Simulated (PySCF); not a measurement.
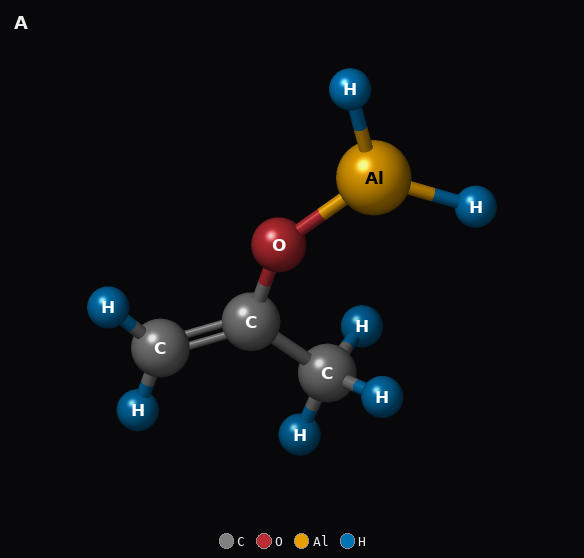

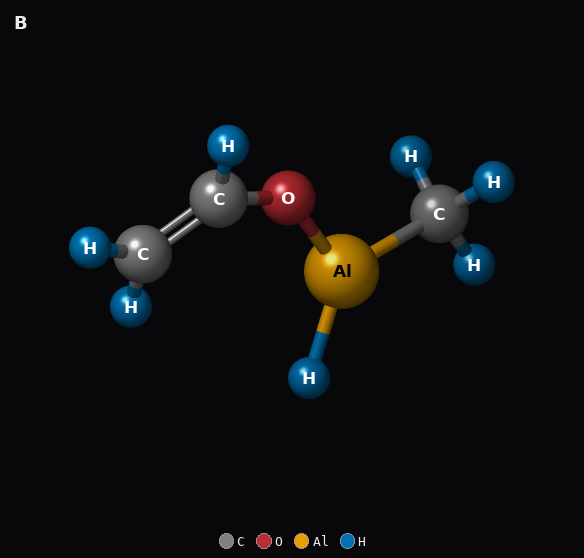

2 stationary structures of one formula. Geometries: PBE0-D3(BJ)/def2-SVP. Electronic energies: PBE0/def2-SVP (PySCF 2.14.0), without zero-point energy. No frequency run is at hand to confirm each as a minimum. Each is one conformer, not always the lowest.

**Rank them by energy, lowest first.**

B is lowest; A lies 0.238 eV above it. A is `C=C(C)[O][AlH2]`, B is `C=C[O][AlH][CH3]`.

Give E(B) − E(A) in eV at these levels too: PBE0/aug-cc-pVDZ; PBE0-D3(BJ)/def2-SVP; PBE0/def2-TZVP; PBE0/pcSseg-0; PBE0/6-311+G(2d,p); PBE0/6-31G*; PBE0/IGLO-III; PBE0/cc-pVTZ.

| level | E(B) − E(A) (eV) |
| --- | --- |
| PBE0/aug-cc-pVDZ | −0.234 |
| PBE0-D3(BJ)/def2-SVP | −0.218 |
| PBE0/def2-TZVP | −0.292 |
| PBE0/pcSseg-0 | −0.540 |
| PBE0/6-311+G(2d,p) | −0.289 |
| PBE0/6-31G* | −0.203 |
| PBE0/IGLO-III | −0.319 |
| PBE0/cc-pVTZ | −0.302 |
